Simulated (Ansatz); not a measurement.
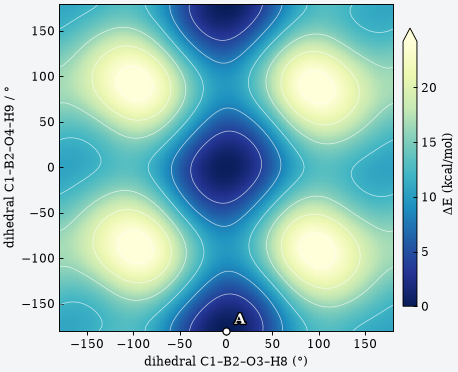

CH6BO2, SMILES CB(O)[OH2+], charge +1. First axis: dihedral C1–B2–O3–H8. Second axis: dihedral C1–B2–O4–H9. Nothing is relaxed (all other coordinates rigid). The grid has 10 × 10 points. Points are written as (first, second). Energies are in kcal/mol, from the lowest grid point. These are results of RKS B3LYP-D4/def2-TZVP in Ansatz 0.2.0, not measurements.

The picture shows a smooth colour map with a few white contour lines, one colour for all values above the top of the scale, the point A. Between grid points the surface is interpolated.

Q: Find the lowest pass out of the well at A.

A: The easiest path leads from the well at (0°, −180°) to the well at (0°, 0°), about 0.21 kcal/mol higher (on a rigid scan; wells that are mirror images or exchange like atoms can differ by this much). Its highest point lies about 9.8 kcal/mol above the bottom of the first well on the interpolated surface, at about (0°, 90°). The start is the relaxed structure and all else is held, so a fully relaxed path at this level can only be lower.

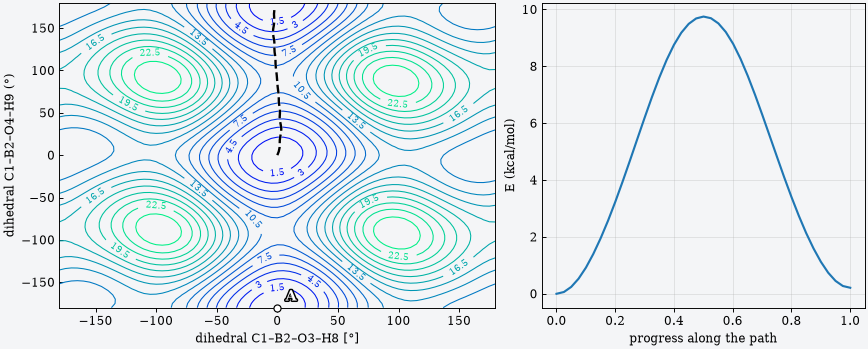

In the figure: contour lines labelled in kcal/mol (none above 25.5), a line along the lowest path, the energy along the path at the right. Between grid points the surface is interpolated.
